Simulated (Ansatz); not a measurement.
**Geometry relaxation, with input and output: SnB17N18 (charge −1) (part 3 of 3)**

SnB17N18 (defect cell, 36 atoms in the cell, total charge −1); DFT, PBE, plane-wave PAW, default files, scalar-relativistic, no spin polarisation (Ansatz 0.2.0); cutoff 420 eV, 3×3×3 k-mesh, Fermi–Dirac smearing of 0.01 eV. The structure derives from a Materials Project entry. It belongs to a series of runs on one base structure; here: Sn on a B site, charge -1, ions relaxed.

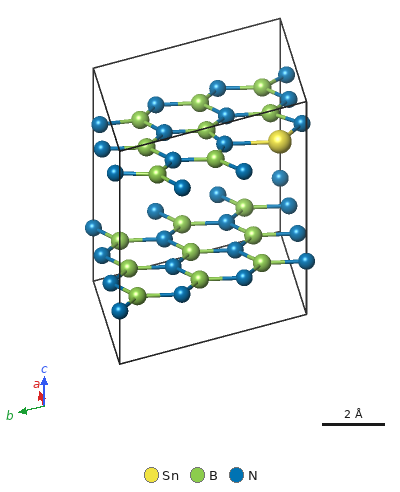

Fig. 1: The geometry at step 4 of the log (ball-and-stick view of the cell of the calculation, seen at an oblique angle).

File populations.tsv, continued:
```
26	N	1_2P	-	4.191634
27	N	0_2S	-	1.154863
27	N	1_2P	-	4.185512
28	N	0_2S	-	1.155440
28	N	1_2P	-	4.195218
29	N	0_2S	-	1.155440
29	N	1_2P	-	4.195218
30	N	0_2S	-	1.154863
30	N	1_2P	-	4.185512
31	N	0_2S	-	1.154863
31	N	1_2P	-	4.185512
32	N	0_2S	-	1.153070
32	N	1_2P	-	4.195471
33	N	0_2S	-	1.153070
33	N	1_2P	-	4.195471
34	N	0_2S	-	1.155440
34	N	1_2P	-	4.195218
35	N	0_2S	-	1.153070
35	N	1_2P	-	4.195471
```

Trajectory as extended XYZ (Å, eV, eV/Å), 7 frames, from step=1 to step=7:
```
36
Lattice="7.5049 0.0000 0.0000 -3.7525 6.4995 0.0000 0.0000 0.0000 7.3693" Properties=species:S:1:pos:R:3:forces:R:3 step=1 energy=-15589.05237
Sn    1.2508    0.7222    5.5270    0.0000   0.0000   0.0000
B     0.0000    2.8886    5.5270   -0.2538   1.6777   0.0000
B    -1.2508    5.0551    5.5270    1.3260  -1.0587   0.0000
B     3.7525    0.7222    5.5270    1.5799  -0.6190   0.0000
B     2.5016    2.8886    5.5270    0.2538   1.6777   0.0000
B     1.2508    5.0551    5.5270    0.0000   0.0000   0.0000
B     6.2541    0.7222    5.5270   -1.5799  -0.6190   0.0000
B     5.0033    2.8886    5.5270    0.0000   0.0000   0.0000
B     3.7525    5.0551    5.5270   -1.3260  -1.0587   0.0000
B     0.0000    1.4443    1.8423   -0.1856   0.1071   0.0000
B    -1.2508    3.6108    1.8423   -0.0073  -0.0042   0.0000
B    -2.5016    5.7773    1.8423    0.0000  -0.2143   0.0000
B     2.5016    1.4443    1.8423    0.1856   0.1071   0.0000
B     1.2508    3.6108    1.8423    0.0000   0.1487   0.0000
B     0.0000    5.7773    1.8423    0.1287  -0.0743   0.0000
B     5.0033    1.4443    1.8423    0.0000   0.0084   0.0000
B     3.7525    3.6108    1.8423    0.0073  -0.0042   0.0000
B     2.5016    5.7773    1.8423   -0.1287  -0.0743   0.0000
N     0.0000    0.0000    5.5270  -41.5293 -23.9770   0.0000
N    -1.2508    2.1665    5.5270    0.5469  -0.3158   0.0000
N    -2.5016    4.3330    5.5270    0.0000   0.6315   0.0000
N     2.5016    0.0000    5.5270   41.5293 -23.9770   0.0000
N     1.2508    2.1665    5.5270    0.0000  47.9539   0.0000
N     0.0000    4.3330    5.5270   -0.2079  -0.1200   0.0000
N     5.0033    0.0000    5.5270    0.0000   0.2400   0.0000
N     3.7525    2.1665    5.5270   -0.5469  -0.3158   0.0000
N     2.5016    4.3330    5.5270    0.2079  -0.1200   0.0000
N     0.0000    0.0000    1.8423   -0.0026  -0.0015   0.0000
N    -1.2508    2.1665    1.8423    0.0099  -0.0057   0.0000
N    -2.5016    4.3330    1.8423    0.0000   0.0115   0.0000
N     2.5016    0.0000    1.8423    0.0026  -0.0015   0.0000
N     1.2508    2.1665    1.8423    0.0000   0.0030   0.0000
N     0.0000    4.3330    1.8423   -0.0078  -0.0045   0.0000
N     5.0033    0.0000    1.8423    0.0000   0.0090   0.0000
N     3.7525    2.1665    1.8423   -0.0099  -0.0057   0.0000
N     2.5016    4.3330    1.8423    0.0078  -0.0045   0.0000
36
Lattice="7.5049 0.0000 0.0000 -3.7525 6.4995 0.0000 0.0000 0.0000 7.3693" Properties=species:S:1:pos:R:3:forces:R:3 step=2 energy=-15606.36211
Sn    1.2508    0.7222    5.5270    0.0000   0.0000   0.0000
B    -0.0160    2.9331    5.5270   -0.6889   0.9165   0.0000
B    -1.2203    5.0191    5.5270    0.4493  -1.0548   0.0000
B     3.7989    0.7138    5.5270    1.1382   0.1383   0.0000
B     2.5176    2.9331    5.5270    0.6889   0.9165   0.0000
B     1.2508    5.0551    5.5270    0.0000   0.0000   0.0000
B     6.2076    0.7138    5.5270   -1.1382   0.1383   0.0000
B     5.0033    2.8886    5.5270    0.0000   0.0000   0.0000
B     3.7220    5.0191    5.5270   -0.4493  -1.0548   0.0000
B    -0.0012    1.4450    1.8423    0.0551  -0.0318   0.0000
B    -1.2509    3.6108    1.8423    0.0177   0.0102   0.0000
B    -2.5016    5.7759    1.8423    0.0000   0.0636   0.0000
B     2.5028    1.4450    1.8423   -0.0551  -0.0318   0.0000
B     1.2508    3.6118    1.8423    0.0000  -0.1027   0.0000
B     0.0008    5.7768    1.8423   -0.0889   0.0514   0.0000
B     5.0033    1.4444    1.8423    0.0000  -0.0204   0.0000
B     3.7525    3.6108    1.8423   -0.0177   0.0102   0.0000
B     2.5008    5.7768    1.8423    0.0889   0.0514   0.0000
N    -0.1698   -0.0981    5.5270  -12.0150  -6.9369   0.0000
N    -1.2488    2.1653    5.5270    0.2910  -0.1680   0.0000
N    -2.5016    4.3354    5.5270    0.0000   0.3360   0.0000
N     2.6715   -0.0981    5.5270   12.0150  -6.9369   0.0000
N     1.2508    2.3626    5.5270    0.0000  13.8737   0.0000
N     0.0041    4.3353    5.5270    0.0508   0.0293   0.0000
N     5.0033   -0.0047    5.5270    0.0000  -0.0587   0.0000
N     3.7504    2.1653    5.5270   -0.2910  -0.1680   0.0000
N     2.4976    4.3353    5.5270   -0.0508   0.0293   0.0000
N    -0.0003   -0.0002    1.8423   -0.1553  -0.0897   0.0000
N    -1.2511    2.1667    1.8423   -0.0602   0.0348   0.0000
N    -2.5016    4.3326    1.8423    0.0000  -0.0695   0.0000
N     2.5019   -0.0002    1.8423    0.1553  -0.0897   0.0000
N     1.2508    2.1668    1.8423    0.0000   0.1793   0.0000
N    -0.0001    4.3329    1.8423   -0.0661  -0.0381   0.0000
N     5.0033    0.0001    1.8423    0.0000   0.0763   0.0000
N     3.7528    2.1667    1.8423    0.0602   0.0348   0.0000
N     2.5017    4.3329    1.8423    0.0661  -0.0381   0.0000
36
Lattice="7.5049 0.0000 0.0000 -3.7525 6.4995 0.0000 0.0000 0.0000 7.3693" Properties=species:S:1:pos:R:3:forces:R:3 step=3 energy=-15609.24296
Sn    1.2508    0.7222    5.5270    0.0000   0.0000   0.0000
B    -0.0307    2.9606    5.5270   -0.2510  -0.0259   0.0000
B    -1.2038    4.9925    5.5270   -0.1480  -0.2044   0.0000
B     3.8302    0.7128    5.5270    0.1030   0.2303   0.0000
B     2.5324    2.9606    5.5270    0.2510  -0.0259   0.0000
B     1.2508    5.0551    5.5270    0.0000   0.0000   0.0000
B     6.1764    0.7128    5.5270   -0.1030   0.2303   0.0000
B     5.0033    2.8886    5.5270    0.0000   0.0000   0.0000
B     3.7055    4.9925    5.5270    0.1480  -0.2044   0.0000
B    -0.0003    1.4445    1.8423    0.1814  -0.1047   0.0000
B    -1.2511    3.6107    1.8423    0.0926   0.0535   0.0000
B    -2.5016    5.7770    1.8423    0.0000   0.2094   0.0000
B     2.5019    1.4445    1.8423   -0.1814  -0.1047   0.0000
B     1.2508    3.6111    1.8423    0.0000  -0.1076   0.0000
B     0.0003    5.7771    1.8423   -0.0932   0.0538   0.0000
B     5.0033    1.4446    1.8423    0.0000  -0.1070   0.0000
B     3.7527    3.6107    1.8423   -0.0926   0.0535   0.0000
B     2.5013    5.7771    1.8423    0.0932   0.0538   0.0000
N    -0.2602   -0.1502    5.5270   -3.7414  -2.1601   0.0000
N    -1.2490    2.1655    5.5270   -0.0004   0.0002   0.0000
N    -2.5016    4.3350    5.5270    0.0000  -0.0004   0.0000
N     2.7618   -0.1502    5.5270    3.7414  -2.1601   0.0000
N     1.2508    2.4669    5.5270    0.0000   4.3202   0.0000
N     0.0075    4.3373    5.5270    0.2210   0.1276   0.0000
N     5.0033   -0.0086    5.5270    0.0000  -0.2551   0.0000
N     3.7507    2.1655    5.5270    0.0004   0.0002   0.0000
N     2.4942    4.3373    5.5270   -0.2210   0.1276   0.0000
N    -0.0019   -0.0011    1.8423   -0.0920  -0.0531   0.0000
N    -1.2514    2.1668    1.8423   -0.0269   0.0155   0.0000
N    -2.5016    4.3323    1.8423    0.0000  -0.0310   0.0000
N     2.5036   -0.0011    1.8423    0.0920  -0.0531   0.0000
N     1.2508    2.1687    1.8423    0.0000   0.1062   0.0000
N    -0.0010    4.3324    1.8423   -0.0488  -0.0282   0.0000
N     5.0033    0.0011    1.8423    0.0000   0.0564   0.0000
N     3.7530    2.1668    1.8423    0.0269   0.0155   0.0000
N     2.5026    4.3324    1.8423    0.0488  -0.0282   0.0000
36
Lattice="7.5049 0.0000 0.0000 -3.7525 6.4995 0.0000 0.0000 0.0000 7.3693" Properties=species:S:1:pos:R:3:forces:R:3 step=4 energy=-15609.59853
Sn    1.2508    0.7222    5.5270    0.0000   0.0000   0.0000
B    -0.0483    2.9578    5.5270    0.3739   0.3942   0.0000
B    -1.2151    4.9788    5.5270    0.5283   0.1267   0.0000
B     3.8364    0.7294    5.5270    0.1544  -0.5209   0.0000
B     2.5499    2.9578    5.5270   -0.3739   0.3942   0.0000
B     1.2508    5.0551    5.5270    0.0000   0.0000   0.0000
B     6.1701    0.7294    5.5270   -0.1544  -0.5209   0.0000
B     5.0033    2.8886    5.5270    0.0000   0.0000   0.0000
B     3.7167    4.9788    5.5270   -0.5283   0.1267   0.0000
B     0.0021    1.4431    1.8423    0.1083  -0.0625   0.0000
B    -1.2491    3.6118    1.8423   -0.0030  -0.0017   0.0000
B    -2.5016    5.7797    1.8423    0.0000   0.1250   0.0000
B     2.4995    1.4431    1.8423   -0.1083  -0.0625   0.0000
B     1.2508    3.6113    1.8423    0.0000  -0.1030   0.0000
B     0.0005    5.7770    1.8423   -0.0892   0.0515   0.0000
B     5.0033    1.4424    1.8423    0.0000   0.0035   0.0000
B     3.7508    3.6118    1.8423    0.0030  -0.0017   0.0000
B     2.5012    5.7770    1.8423    0.0892   0.0515   0.0000
N    -0.3036   -0.1753    5.5270   -0.6545  -0.3779   0.0000
N    -1.2603    2.1720    5.5270    0.3385  -0.1954   0.0000
N    -2.5016    4.3220    5.5270    0.0000   0.3909   0.0000
N     2.8052   -0.1753    5.5270    0.6545  -0.3779   0.0000
N     1.2508    2.5170    5.5270    0.0000   0.7558   0.0000
N     0.0038    4.3352    5.5270    0.0569   0.0328   0.0000
N     5.0033   -0.0044    5.5270    0.0000  -0.0657   0.0000
N     3.7620    2.1720    5.5270   -0.3385  -0.1954   0.0000
N     2.4978    4.3352    5.5270   -0.0569   0.0328   0.0000
N    -0.0042   -0.0024    1.8423    0.0093   0.0053   0.0000
N    -1.2506    2.1664    1.8423   -0.0337   0.0195   0.0000
N    -2.5016    4.3332    1.8423    0.0000  -0.0390   0.0000
N     2.5058   -0.0024    1.8423   -0.0093   0.0053   0.0000
N     1.2508    2.1713    1.8423    0.0000  -0.0107   0.0000
N    -0.0004    4.3328    1.8423   -0.0466  -0.0269   0.0000
N     5.0033    0.0004    1.8423    0.0000   0.0539   0.0000
N     3.7523    2.1664    1.8423    0.0337   0.0195   0.0000
N     2.5020    4.3328    1.8423    0.0466  -0.0269   0.0000
36
Lattice="7.5049 0.0000 0.0000 -3.7525 6.4995 0.0000 0.0000 0.0000 7.3693" Properties=species:S:1:pos:R:3:forces:R:3 step=5 energy=-15609.63534
Sn    1.2508    0.7222    5.5270    0.0000   0.0000   0.0000
B    -0.0393    2.9672    5.5270   -0.1325  -0.0053   0.0000
B    -1.2024    4.9818    5.5270   -0.0708  -0.1121   0.0000
B     3.8401    0.7169    5.5270    0.0617   0.1174   0.0000
B     2.5409    2.9672    5.5270    0.1325  -0.0053   0.0000
B     1.2508    5.0551    5.5270    0.0000   0.0000   0.0000
B     6.1664    0.7169    5.5270   -0.0617   0.1174   0.0000
B     5.0033    2.8886    5.5270    0.0000   0.0000   0.0000
B     3.7040    4.9818    5.5270    0.0708  -0.1121   0.0000
B     0.0047    1.4416    1.8423   -0.0406   0.0235   0.0000
B    -1.2497    3.6115    1.8423   -0.0266  -0.0154   0.0000
B    -2.5016    5.7827    1.8423    0.0000  -0.0469   0.0000
B     2.4970    1.4416    1.8423    0.0406   0.0235   0.0000
B     1.2508    3.6086    1.8423    0.0000   0.0082   0.0000
B    -0.0019    5.7784    1.8423    0.0071  -0.0041   0.0000
B     5.0033    1.4430    1.8423    0.0000   0.0307   0.0000
B     3.7513    3.6115    1.8423    0.0266  -0.0154   0.0000
B     2.5035    5.7784    1.8423   -0.0071  -0.0041   0.0000
N    -0.3143   -0.1815    5.5270    0.1044   0.0603   0.0000
N    -1.2513    2.1667    5.5270    0.0124  -0.0072   0.0000
N    -2.5016    4.3324    5.5270    0.0000   0.0143   0.0000
N     2.8160   -0.1815    5.5270   -0.1044   0.0603   0.0000
N     1.2508    2.5294    5.5270    0.0000  -0.1205   0.0000
N     0.0111    4.3394    5.5270   -0.0590  -0.0341   0.0000
N     5.0033   -0.0129    5.5270    0.0000   0.0682   0.0000
N     3.7529    2.1667    5.5270   -0.0124  -0.0072   0.0000
N     2.4905    4.3394    5.5270    0.0590  -0.0341   0.0000
N    -0.0030   -0.0017    1.8423   -0.0237  -0.0137   0.0000
N    -1.2509    2.1665    1.8423    0.0448  -0.0259   0.0000
N    -2.5016    4.3329    1.8423    0.0000   0.0517   0.0000
N     2.5046   -0.0017    1.8423    0.0237  -0.0137   0.0000
N     1.2508    2.1700    1.8423    0.0000   0.0273   0.0000
N    -0.0020    4.3318    1.8423    0.0484   0.0279   0.0000
N     5.0033    0.0023    1.8423    0.0000  -0.0559   0.0000
N     3.7525    2.1665    1.8423   -0.0448  -0.0259   0.0000
N     2.5036    4.3318    1.8423   -0.0484   0.0279   0.0000
36
Lattice="7.5049 0.0000 0.0000 -3.7525 6.4995 0.0000 0.0000 0.0000 7.3693" Properties=species:S:1:pos:R:3:forces:R:3 step=6 energy=-15609.63672
Sn    1.2508    0.7222    5.5270    0.0000   0.0000   0.0000
B    -0.0413    2.9664    5.5270    0.0011   0.0004   0.0000
B    -1.2041    4.9805    5.5270    0.0009   0.0007   0.0000
B     3.8404    0.7190    5.5270   -0.0001  -0.0011   0.0000
B     2.5429    2.9664    5.5270   -0.0011   0.0004   0.0000
B     1.2508    5.0551    5.5270    0.0000   0.0000   0.0000
B     6.1662    0.7190    5.5270    0.0001  -0.0011   0.0000
B     5.0033    2.8886    5.5270    0.0000   0.0000   0.0000
B     3.7058    4.9805    5.5270   -0.0009   0.0007   0.0000
B     0.0042    1.4419    1.8423    0.0002  -0.0001   0.0000
B    -1.2497    3.6114    1.8423    0.0007   0.0004   0.0000
B    -2.5016    5.7822    1.8423    0.0000   0.0003   0.0000
B     2.4974    1.4419    1.8423   -0.0002  -0.0001   0.0000
B     1.2508    3.6090    1.8423    0.0000  -0.0004   0.0000
B    -0.0015    5.7782    1.8423   -0.0003   0.0002   0.0000
B     5.0033    1.4431    1.8423    0.0000  -0.0008   0.0000
B     3.7514    3.6114    1.8423   -0.0007   0.0004   0.0000
B     2.5032    5.7782    1.8423    0.0003   0.0002   0.0000
N    -0.3131   -0.1808    5.5270   -0.0028  -0.0016   0.0000
N    -1.2519    2.1671    5.5270    0.0053  -0.0030   0.0000
N    -2.5016    4.3317    5.5270    0.0000   0.0061   0.0000
N     2.8148   -0.1808    5.5270    0.0028  -0.0016   0.0000
N     1.2508    2.5280    5.5270    0.0000   0.0032   0.0000
N     0.0095    4.3385    5.5270    0.0047   0.0027   0.0000
N     5.0033   -0.0110    5.5270    0.0000  -0.0055   0.0000
N     3.7535    2.1671    5.5270   -0.0053  -0.0030   0.0000
N     2.4921    4.3385    5.5270   -0.0047   0.0027   0.0000
N    -0.0035   -0.0020    1.8423    0.0023   0.0013   0.0000
N    -1.2503    2.1662    1.8423   -0.0023   0.0013   0.0000
N    -2.5016    4.3335    1.8423    0.0000  -0.0026   0.0000
N     2.5051   -0.0020    1.8423   -0.0023   0.0013   0.0000
N     1.2508    2.1705    1.8423    0.0000  -0.0026   0.0000
N    -0.0012    4.3323    1.8423   -0.0028  -0.0016   0.0000
N     5.0033    0.0014    1.8423    0.0000   0.0033   0.0000
N     3.7520    2.1662    1.8423    0.0023   0.0013   0.0000
N     2.5029    4.3323    1.8423    0.0028  -0.0016   0.0000
36
Lattice="7.5049 0.0000 0.0000 -3.7525 6.4995 0.0000 0.0000 0.0000 7.3693" Properties=species:S:1:pos:R:3:forces:R:3 step=7 energy=-15609.63672
Sn    1.2508    0.7222    5.5270    0.0000   0.0000   0.0000
B    -0.0413    2.9664    5.5270    0.0011   0.0004   0.0000
B    -1.2041    4.9805    5.5270    0.0009   0.0008   0.0000
B     3.8404    0.7190    5.5270   -0.0002  -0.0012   0.0000
B     2.5429    2.9664    5.5270   -0.0011   0.0004   0.0000
B     1.2508    5.0551    5.5270    0.0000   0.0000   0.0000
B     6.1662    0.7190    5.5270    0.0002  -0.0012   0.0000
B     5.0033    2.8886    5.5270    0.0000   0.0000   0.0000
B     3.7058    4.9805    5.5270   -0.0009   0.0008   0.0000
B     0.0042    1.4419    1.8423    0.0002  -0.0001   0.0000
B    -1.2497    3.6114    1.8423    0.0006   0.0004   0.0000
B    -2.5016    5.7822    1.8423    0.0000   0.0002   0.0000
B     2.4974    1.4419    1.8423   -0.0002  -0.0001   0.0000
B     1.2508    3.6090    1.8423    0.0000  -0.0005   0.0000
B    -0.0015    5.7782    1.8423   -0.0005   0.0003   0.0000
B     5.0033    1.4431    1.8423    0.0000  -0.0007   0.0000
B     3.7514    3.6114    1.8423   -0.0006   0.0004   0.0000
B     2.5032    5.7782    1.8423    0.0005   0.0003   0.0000
N    -0.3131   -0.1808    5.5270   -0.0026  -0.0015   0.0000
N    -1.2519    2.1671    5.5270    0.0054  -0.0031   0.0000
N    -2.5016    4.3317    5.5270    0.0000   0.0062   0.0000
N     2.8148   -0.1808    5.5270    0.0026  -0.0015   0.0000
N     1.2508    2.5280    5.5270    0.0000   0.0031   0.0000
N     0.0095    4.3385    5.5270    0.0046   0.0027   0.0000
N     5.0033   -0.0110    5.5270    0.0000  -0.0054   0.0000
N     3.7535    2.1671    5.5270   -0.0054  -0.0031   0.0000
N     2.4921    4.3385    5.5270   -0.0046   0.0027   0.0000
N    -0.0035   -0.0020    1.8423    0.0021   0.0012   0.0000
N    -1.2503    2.1662    1.8423   -0.0023   0.0013   0.0000
N    -2.5016    4.3335    1.8423    0.0000  -0.0026   0.0000
N     2.5051   -0.0020    1.8423   -0.0021   0.0012   0.0000
N     1.2508    2.1705    1.8423    0.0000  -0.0024   0.0000
N    -0.0012    4.3323    1.8423   -0.0028  -0.0016   0.0000
N     5.0033    0.0014    1.8423    0.0000   0.0032   0.0000
N     3.7520    2.1662    1.8423    0.0023   0.0013   0.0000
N     2.5029    4.3323    1.8423    0.0028  -0.0016   0.0000
```

Summary:

```tsv
quantity	value
outcome	converged
electrons treated	156
free energy	−15609.6367 eV
Fermi energy	8.778 eV
pressure	19.00 GPa
final volume	359.46 Å³
field gradient V_zz (10²¹ V/m²)	Sn 6.97, B 2.46, B 2.46, B 2.46, B 2.46, B 2.43, B 2.46, B 2.37 (the first 8 of 36 sites)
largest force (length of the vector) at the end	0.006 eV/Å
hardware	1 thread of an x86-64 CPU, shared host
wall time	86 s
peak memory	0.89 GiB
```

The program warns: the field gradients leave out spin–orbit coupling; the SCF threshold is looser than advised for the printed stress.
